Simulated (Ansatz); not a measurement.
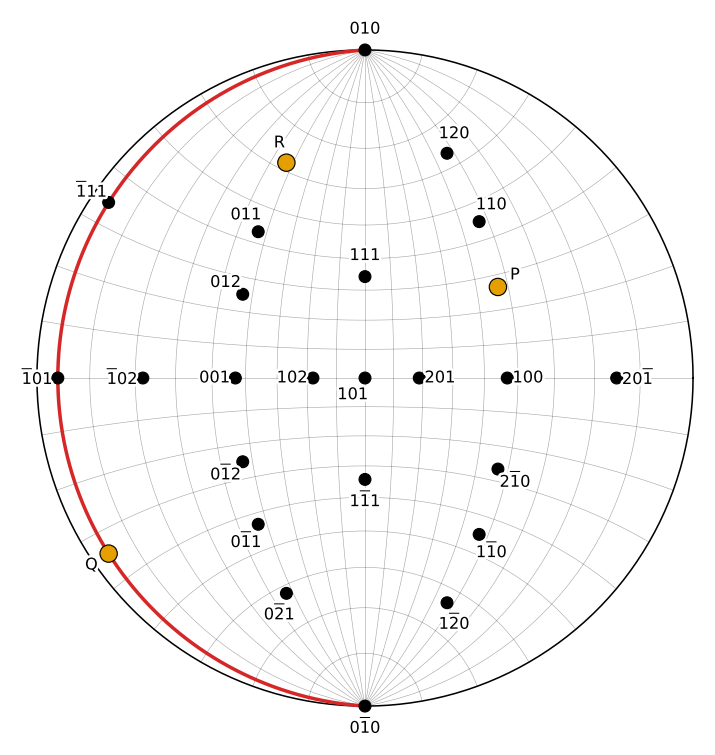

Crystal: Ti3CuBr, the geometry relaxed with DFT PBE, scalar-relativistic, plane waves, PAW (Ansatz 0.2.0); the starting structure was generated, so it need not be a known form of this composition. Stereographic projection of plane normals (upper hemisphere) centred on (1 0 1). Geometry calculated from the standardised cell; symmetry tolerance 0.002 Å.

a = 4.985 Å, b = 4.985 Å, c = 4.668 Å, α = 90.00°, β = 90.00°, γ = 90.00°.

**Index the poles marked P, Q, R.**

P is (2 1 0), 52.3° from the centre; Q is (−1 −1 1), 86.9° from the centre; R is (0 2 1), 69.9° from the centre.

**Which zone does the coloured great circle trace?**

The zone [1 0 1]: its poles satisfy h + l = 0.

**What is the angle between the normals of (−1 −1 1) and (1 2 0), and what are their d_hkl = 1/|g|?**

139.2°; d = 2.813 Å and 2.230 Å.
